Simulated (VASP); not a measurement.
# A VASP study of TiSi2 (PBE + D3): structure first, properties next, part 4 of 5

Wanted: the relaxed cell of TiSi2 and its properties. The start is a computed cell from the Materials Project.

VASP 6.6.1; PBE with D3; plane waves and PAW (Ti_sv, Si).

Still holding for the runs below: The k-mesh is coarse for a metal.

So far. Step 9 (Volume scan with PBE + D3 (run 2)): The pressure falls from 11.16 to 7.03 GPa. Step 9 (Volume scan with PBE + D3 (run 2)): The run ends at a pressure of 7.03 GPa, with forces up to 0.020 eV/Å.

## (10) Volume scan with PBE + D3 (run 3)

INCAR

```
SYSTEM = TiSi2
PREC = Accurate
ENCUT = 400
EDIFF = 1E-06
NELM = 100
ISMEAR = 0
SIGMA = 0.05
LREAL = .FALSE.
ALGO = Normal
GGA = PE
IVDW = 11
NBANDS = 26
LORBIT = 11
LWAVE = .FALSE.
LCHARG = .FALSE.
KPAR = 2
ISIF = 2
```

POSCAR

```
TiSi2
1.0
    0.0000000000      4.0541620448      4.1987670759
    2.3581802652      0.0000000000      4.1987670759
    2.3581802652      4.0541620448      0.0000000000
Ti Si
2 4
Direct
    0.7500000000      0.7500000000      0.7500000000
    0.5000000000      0.5000000000      0.5000000000
    0.4137701645      0.0862298355      0.4137701645
    0.0862298355      0.4137701645      0.0862298355
    0.1637701645      0.8362298355      0.1637701645
    0.8362298355      0.1637701645      0.8362298355
```

KPOINTS

```
Automatic mesh
0
Gamma
6 6 6
0 0 0
```

The projector-augmented-wave data sets are Ti_sv and Si (PBE family, release 64).

Started as:

```sh
$ mpirun -np 2 vasp_std
```

What it wrote:

```text
[... set-up lines as in an earlier step ...]
 entering main loop
       N       E                     dE             d eps       ncg     rms          rms(c)
DAV:   1     0.348566286185E+03    0.34857E+03   -0.16641E+04  2392   0.138E+03
DAV:   2     0.122443243669E+01   -0.34734E+03   -0.34148E+03  2396   0.420E+02
DAV:   3    -0.410062729569E+02   -0.42231E+02   -0.41549E+02  4228   0.122E+02
DAV:   4    -0.438147736159E+02   -0.28085E+01   -0.28007E+01  3272   0.295E+01
[...]
DAV:  12    -0.405844711774E+02    0.26985E-04   -0.51733E-04  3416   0.180E-01    0.158E-02
DAV:  13    -0.405844678894E+02    0.32880E-05   -0.32188E-05  3272   0.511E-02    0.137E-02
DAV:  14    -0.405844669281E+02    0.96122E-06   -0.19197E-06  2504   0.119E-02
   1 F= -.42783840E+02 E0= -.42782621E+02  d E =-.243678E-02
```

Wall time 44 s (2 MPI ranks of Intel Xeon Platinum 8488C (Sapphire Rapids), shared host); peak memory 0.42 GiB; 87 s of CPU time.

From OUTCAR (step 10):

```text
 Edisp (eV)   -2.19937

  Total       1.62646     1.41928     1.95609     0.00000     0.00000     0.00000
  in kB      32.45814    28.32355    39.03641     0.00000     0.00000     0.00000
  external pressure =       33.27 kB  Pullay stress =        0.00 kB

 POSITION                                       TOTAL-FORCE (eV/Angst)
 -----------------------------------------------------------------------------------
      3.53727      6.08124      6.29815         0.000000     -0.000000     -0.000000
      2.35818      4.05416      4.19877         0.000000      0.000000     -0.000000
      1.17909      3.35498      2.09938        -0.000000      0.009503      0.000000
      1.17909      0.69918      2.09938        -0.000000     -0.009503      0.000000
      2.35818      1.32790      4.19877         0.000000      0.009503      0.000000
      2.35818      6.78042      4.19877         0.000000     -0.009503      0.000000
 -----------------------------------------------------------------------------------
    total drift:                               -0.000000     -0.000000      0.000000

  FREE ENERGIE OF THE ION-ELECTRON SYSTEM (eV)
  ---------------------------------------------------
  free  energy   TOTEN  =       -42.7838398181 eV

  energy  without entropy=      -42.7814030401  energy(sigma->0) =      -42.78262143

[... 1 part as in an earlier step ...]

[... 2 further parts left out ...]
[key lines of the parts left out:]
E-fermi :  10.7981
```

The pressure falls from 7.03 to 3.33 GPa.

The run ends at a pressure of 3.33 GPa, with forces up to 0.0095 eV/Å.

## (11) Volume scan with PBE + D3 (run 4)

INCAR is that of step 10.

Changes to POSCAR since step 10:

```diff
@@ -2,5 +2,5 @@
 1.0
-    0.0000000000      4.0541620448      4.1987670759
-    2.3581802652      0.0000000000      4.1987670759
-    2.3581802652      4.0541620448      0.0000000000
+    0.0000000000      4.0815558626      4.2271379843
+    2.3741143990      0.0000000000      4.2271379843
+    2.3741143990      4.0815558626      0.0000000000
 Ti Si
```

KPOINTS is that of step 10.

Started as:

```sh
$ mpirun -np 2 vasp_std
```

What it wrote:

```text
[... set-up lines as in an earlier step ...]
 entering main loop
       N       E                     dE             d eps       ncg     rms          rms(c)
[... 14 cycles as in an earlier step ...]
   1 F= -.42804226E+02 E0= -.42802962E+02  d E =-.252814E-02
```

It took 43 s on 2 MPI ranks; peak memory 0.43 GiB; 85 s of CPU time.

From OUTCAR (step 11):

```text
 Edisp (eV)   -2.14223

[... 6 parts as in an earlier step ...]

[... 1 further part left out ...]
[key lines of the parts left out:]
E-fermi :  10.5489
```

The pressure falls from 3.33 to 0.00 GPa.

The run ends at a pressure of 0.00 GPa, with forces up to 5.2e-4 eV/Å.

## (12) Volume scan with PBE + D3 (run 5)

INCAR is that of step 11.

Changes to POSCAR since step 11:

```diff
@@ -2,5 +2,5 @@
 1.0
-    0.0000000000      4.0815558626      4.2271379843
-    2.3741143990      0.0000000000      4.2271379843
-    2.3741143990      4.0815558626      0.0000000000
+    0.0000000000      4.1085868216      4.2551330914
+    2.3898374691      0.0000000000      4.2551330914
+    2.3898374691      4.1085868216      0.0000000000
 Ti Si
```

KPOINTS is that of step 11.

Started as:

```sh
$ mpirun -np 2 vasp_std
```

What it wrote:

```text
[... set-up lines as in an earlier step ...]
 entering main loop
       N       E                     dE             d eps       ncg     rms          rms(c)
DAV:   1     0.345451327454E+03    0.34545E+03   -0.16575E+04  2392   0.138E+03
DAV:   2     0.567329881088E+00   -0.34488E+03   -0.33901E+03  2398   0.419E+02
DAV:   3    -0.411834872132E+02   -0.41751E+02   -0.41053E+02  4234   0.122E+02
DAV:   4    -0.441112323658E+02   -0.29277E+01   -0.29195E+01  3248   0.298E+01
[...]
DAV:  13    -0.407052385546E+02    0.27327E-05   -0.31849E-05  3288   0.503E-02    0.142E-02
DAV:  14    -0.407052374805E+02    0.10741E-05   -0.18522E-06  2584   0.118E-02    0.373E-03
DAV:  15    -0.407052371051E+02    0.37544E-06   -0.10317E-06  1884   0.795E-03
   1 F= -.42792338E+02 E0= -.42791024E+02  d E =-.262735E-02
```

The job ended after 46 s (2 MPI ranks; peak memory 0.43 GiB).

Parts of OUTCAR (step 12):

```text
 Edisp (eV)   -2.08710

  Total      -1.51678    -1.32455    -1.82939     0.00000     0.00000     0.00000
  in kB     -29.08235   -25.39653   -35.07629     0.00000     0.00000     0.00000
  external pressure =      -29.85 kB  Pullay stress =        0.00 kB

 POSITION                                       TOTAL-FORCE (eV/Angst)
 -----------------------------------------------------------------------------------
      3.58476      6.16288      6.38270        -0.000000      0.000000      0.000000
      2.38984      4.10859      4.25513         0.000000      0.000000     -0.000000
      1.19492      3.40002      2.12757        -0.000000     -0.007728      0.000000
      1.19492      0.70857      2.12757        -0.000000      0.007728      0.000000
      2.38984      1.34573      4.25513         0.000000     -0.007728     -0.000000
      2.38984      6.87145      4.25513         0.000000      0.007728     -0.000000
 -----------------------------------------------------------------------------------
    total drift:                               -0.000000     -0.000000      0.000000

  FREE ENERGIE OF THE ION-ELECTRON SYSTEM (eV)
  ---------------------------------------------------
  free  energy   TOTEN  =       -42.7923375002 eV

  energy  without entropy=      -42.7897101499  energy(sigma->0) =      -42.79102383

[... 1 part as in an earlier step ...]

[... 2 further parts left out ...]
[key lines of the parts left out:]
E-fermi :  10.3080
```

The pressure falls from 0.00 to -2.99 GPa.

The run ends at a pressure of -2.99 GPa, with forces up to 0.0077 eV/Å.

## (13) Volume scan with PBE + D3 (run 6)

INCAR is that of step 12.

Changes to POSCAR since step 12:

```diff
@@ -2,5 +2,5 @@
 1.0
-    0.0000000000      4.1085868216      4.2551330914
-    2.3898374691      0.0000000000      4.2551330914
-    2.3898374691      4.1085868216      0.0000000000
+    0.0000000000      4.1352667044      4.2827646000
+    2.4053563291      0.0000000000      4.2827646000
+    2.4053563291      4.1352667044      0.0000000000
 Ti Si
```

KPOINTS is that of step 12.

Started as:

```sh
$ mpirun -np 2 vasp_std
```

What it wrote:

```text
[... set-up lines as in an earlier step ...]
 entering main loop
       N       E                     dE             d eps       ncg     rms          rms(c)
DAV:   1     0.346936353616E+03    0.34694E+03   -0.16594E+04  2392   0.136E+03
DAV:   2     0.622678631582E+00   -0.34631E+03   -0.34034E+03  2410   0.417E+02
DAV:   3    -0.412773693564E+02   -0.41900E+02   -0.41217E+02  4300   0.121E+02
DAV:   4    -0.442047416662E+02   -0.29274E+01   -0.29190E+01  3260   0.294E+01
[...]
DAV:  13    -0.407174594394E+02    0.23779E-05   -0.30954E-05  3328   0.493E-02    0.135E-02
DAV:  14    -0.407174584352E+02    0.10041E-05   -0.19201E-06  2466   0.120E-02    0.330E-03
DAV:  15    -0.407174581718E+02    0.26346E-06   -0.10388E-06  1898   0.737E-03
   1 F= -.42751469E+02 E0= -.42750101E+02  d E =-.273625E-02
```

The job ended after 53 s (2 MPI ranks; peak memory 0.42 GiB; 1.7 min of CPU time).

Parts of OUTCAR (step 13):

```text
 Edisp (eV)   -2.03401

  Total      -2.92408    -2.55547    -3.53722     0.00000     0.00000     0.00000
  in kB     -54.98743   -48.05568   -66.51751     0.00000     0.00000     0.00000
  external pressure =      -56.52 kB  Pullay stress =        0.00 kB

 POSITION                                       TOTAL-FORCE (eV/Angst)
 -----------------------------------------------------------------------------------
      3.60803      6.20290      6.42415        -0.000000      0.000000     -0.000000
      2.40536      4.13527      4.28276         0.000000      0.000000      0.000000
      1.20268      3.42210      2.14138         0.000000     -0.014349     -0.000000
      1.20268      0.71317      2.14138         0.000000      0.014349     -0.000000
      2.40536      1.35447      4.28276        -0.000000     -0.014349      0.000000
      2.40536      6.91607      4.28276        -0.000000      0.014349      0.000000
 -----------------------------------------------------------------------------------
    total drift:                               -0.000000     -0.000000      0.000000

  FREE ENERGIE OF THE ION-ELECTRON SYSTEM (eV)
  ---------------------------------------------------
  free  energy   TOTEN  =       -42.7514691556 eV

  energy  without entropy=      -42.7487329050  energy(sigma->0) =      -42.75010103

[... 1 part as in an earlier step ...]

[... 2 further parts left out ...]
[key lines of the parts left out:]
E-fermi :  10.0745
```

The pressure falls from -2.99 to -5.65 GPa.

The run ends at a pressure of -5.65 GPa, with forces up to 0.014 eV/Å.

## (14) Volume scan with PBE + D3 (run 7)

A prediction first. A parabola through the 6 pressures of evenly scaled cells so far, P = -0.01 -158.0 t +362 t² GPa with t = ln(V/V₁) and V₁ the volume at scale 1, gives -7.98 GPa at t = +0.0583.

INCAR is that of step 13.

Changes to POSCAR since step 13:

```diff
@@ -2,5 +2,5 @@
 1.0
-    0.0000000000      4.1352667044      4.2827646000
-    2.4053563291      0.0000000000      4.2827646000
-    2.4053563291      4.1352667044      0.0000000000
+    0.0000000000      4.1616066929      4.3100440909
+    2.4206774831      0.0000000000      4.3100440909
+    2.4206774831      4.1616066929      0.0000000000
 Ti Si
```

KPOINTS is that of step 13.

Started as:

```sh
$ mpirun -np 2 vasp_std
```

What it wrote:

```text
[... set-up lines as in an earlier step ...]
 entering main loop
       N       E                     dE             d eps       ncg     rms          rms(c)
DAV:   1     0.345520394133E+03    0.34552E+03   -0.16482E+04  2392   0.135E+03
DAV:   2     0.989329375524E+00   -0.34453E+03   -0.33883E+03  2404   0.415E+02
DAV:   3    -0.413983704141E+02   -0.42388E+02   -0.41357E+02  4246   0.121E+02
DAV:   4    -0.442643906740E+02   -0.28660E+01   -0.28576E+01  3256   0.294E+01
[...]
DAV:  12    -0.407018214882E+02    0.65075E-04   -0.84541E-04  3486   0.213E-01    0.153E-02
DAV:  13    -0.407018195572E+02    0.19310E-05   -0.32149E-05  3228   0.496E-02    0.134E-02
DAV:  14    -0.407018185630E+02    0.99422E-06   -0.21811E-06  2664   0.128E-02
   1 F= -.42684785E+02 E0= -.42683359E+02  d E =-.285145E-02
```

Wall time 50 s (2 MPI ranks); peak memory 0.43 GiB; 99 s of CPU time.

Parts of OUTCAR (step 14):

```text
 Edisp (eV)   -1.98297

  Total      -4.22163    -3.68987    -5.12278     0.00000     0.00000     0.00000
  in kB     -77.88994   -68.07890   -94.51636     0.00000     0.00000     0.00000
  external pressure =      -80.16 kB  Pullay stress =        0.00 kB

 POSITION                                       TOTAL-FORCE (eV/Angst)
 -----------------------------------------------------------------------------------
      3.63102      6.24241      6.46507        -0.000000      0.000000     -0.000000
      2.42068      4.16161      4.31004         0.000000     -0.000000      0.000000
      1.21034      3.44390      2.15502        -0.000000     -0.019955      0.000000
      1.21034      0.71771      2.15502        -0.000000      0.019955      0.000000
      2.42068      1.36309      4.31004        -0.000000     -0.019955      0.000000
      2.42068      6.96012      4.31004        -0.000000      0.019955      0.000000
 -----------------------------------------------------------------------------------
    total drift:                               -0.000000     -0.000000      0.000000

  FREE ENERGIE OF THE ION-ELECTRON SYSTEM (eV)
  ---------------------------------------------------
  free  energy   TOTEN  =       -42.6847850197 eV

  energy  without entropy=      -42.6819335737  energy(sigma->0) =      -42.68335930

[... 1 part as in an earlier step ...]

[... 2 further parts left out ...]
[key lines of the parts left out:]
E-fermi :   9.8482
```

The pressure falls from -5.65 to -8.02 GPa. The parabola predicted -7.98 GPa, +0.03 GPa off.

## (15) Side by side

Times are for 2 MPI ranks of Intel Xeon Platinum 8488C (Sapphire Rapids), shared host. The series side by side:

| no. | volume scale | energy above the lowest point (meV/atom) | pressure (GPa) | time | memory (GiB) |
| --- | --- | --- | --- | --- | --- |
| 1 | 0.94 | 28.87 | 11.16 | 47 s | 0.41 |
| 2 | 0.96 | 12.77 | 7.035 | 44 s | 0.41 |
| 3 | 0.98 | 3.39 | 3.327 | 44 s | 0.42 |
| 4 | 1 | 0 | 0.004690 | 43 s | 0.43 |
| 5 | 1.02 | 1.99 | -2.985 | 46 s | 0.43 |
| 6 | 1.04 | 8.81 | -5.652 | 53 s | 0.42 |
| 7 | 1.06 | 19.93 | -8.016 | 50 s | 0.43 |

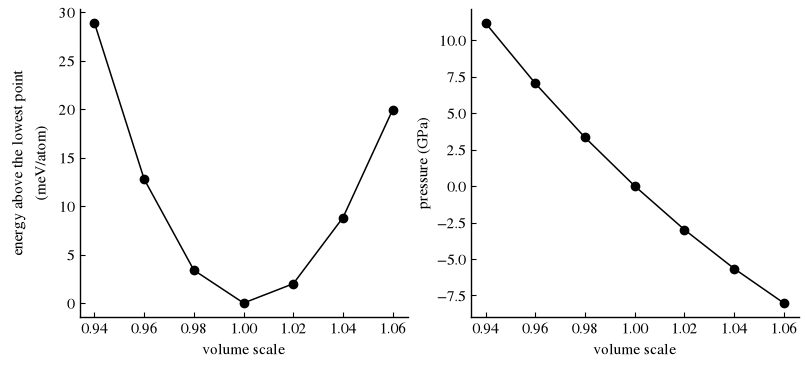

The series as plots.

## (16) Fit for PBE + D3

This step: Birch-Murnaghan fit, PBE with D3; plane waves and PAW (VASP 6.6.1).

Derived from the runs above.

This step gave:

| Item | Value |
| --- | --- |
| pressure derivative of the bulk modulus | 4.512 |
| r.m.s. error of the fit | 3.54e-6 eV/atom |
| minimum inside the sampled range | yes |
| bulk modulus | 156.0 GPa |
| equilibrium volume of the fit | 13.68 Å³/atom |

Table of energy above the fitted minimum by volume:

| volume (Å³/atom) | energy above the fitted minimum (eV/atom) |
| --- | --- |
| 12.835 | 0.0289 |
| 13.108 | 0.0128 |
| 13.381 | 0.00342 |
| 13.654 | 3.3e-5 |
| 13.927 | 0.00202 |
| 14.200 | 0.00884 |
| 14.473 | 0.0200 |

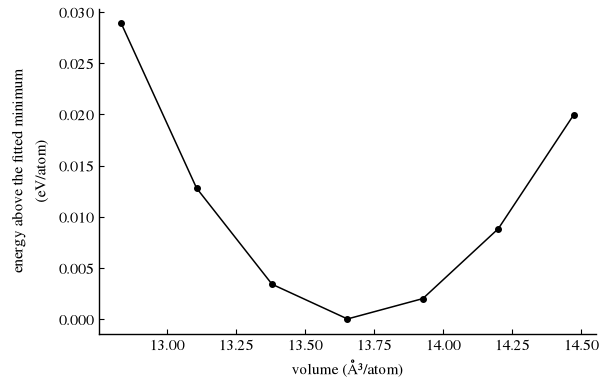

Energy above the fitted minimum, plotted against volume.

The fitted volume lies +0.22 % from the relaxed one. At a finite cutoff and mesh the minimum of the energy and the zero of the stress don't quite coincide, and the relaxation stops at a threshold. The atoms bear forces along the scan, since they were held; freeing them would lower the modulus.

[end of part 4 of 5]

[Lines on the potential files, build, host, timing and source positions are cut from VASP's logs without a mark.]

[Logs are printed without paths, hosts, clocks, repeated set-up lines and the standing remarks that a program may print on its own settings, such as how far it seeks lower states.]

[Hosts, paths, dates, database ids (printed as entryN), source tags and the programs' standing remarks are cut or masked in the printed files.]

[A measured line is paired with the nearest computed mode of its activity, which favours agreement.]
